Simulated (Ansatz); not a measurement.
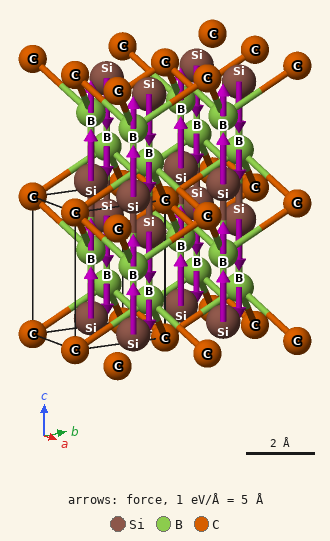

Starting geometry of crystalline Si₂B₂C (a generated structure, set up in P-3m1) (coarse preliminary run) with the computed forces as purple arrows. A ball-and-stick model of the cell of the calculation, repeated 2 × 2 × 2 with one cell outlined, seen slightly off an axis.

Level of theory: DFT PBE, scalar-relativistic, plane waves, PAW (Ansatz 0.2.0). (plane-wave cutoff 420 eV; k-point mesh 6 × 6 × 4; occupations gaussian; smearing width 0.1 eV; no spin polarisation; cell and atoms relaxed; force threshold 0.04 eV/Å; at most 70 steps)

**What follows when this structure is relaxed?**

It isn't relaxed: the largest force vector, on Si atoms, is 0.31 eV/Å. The atoms end up moving mostly along the starting forces (cosine between the two patterns 1.00). The largest moves relative to the cell, 0.77 Å, are those of Si atoms. By element the largest moves are Si 0.77 Å, B 0.49 Å. C stays in place. The drawn cell changes as follows: a = b 3.998 → 3.411 Å (−14.7 %), c 4.103 → 5.318 Å (+29.6 %); the volume changes by −5.7 %. Some distances before and after: Si–Si 2.668 → 3.816 Å, B–Si 2.075 → 2.969 Å, Si–Si 3.601 → 2.842 Å, B–Si 2.423 → 1.992 Å. New bonds form: B–Si (2.42 → 1.99 Å). Bonds break: B–Si (2.08 → 2.97 Å). The space group stays P-3m1 (No. 164). Over 16 accepted moves (20 points after the start) the energy falls by 310 meV per atom. The largest force component goes from 0.31 to 0.013 eV/Å. The pressure goes from −10.78 to −0.11 GPa. The line search rejected the trial steps at points 3, 8 of the run. The SCF was repeated twice at an unchanged geometry on a basis and grid sized afresh for the cell, which shifted the energy by 14.0 meV per atom at most. The run took 35 s on 1 thread of Arm Neoverse V1, on a shared host, peak memory 0.32 GiB.

Limits of the set-up: the k-point mesh is coarse for a cell with partly filled bands.
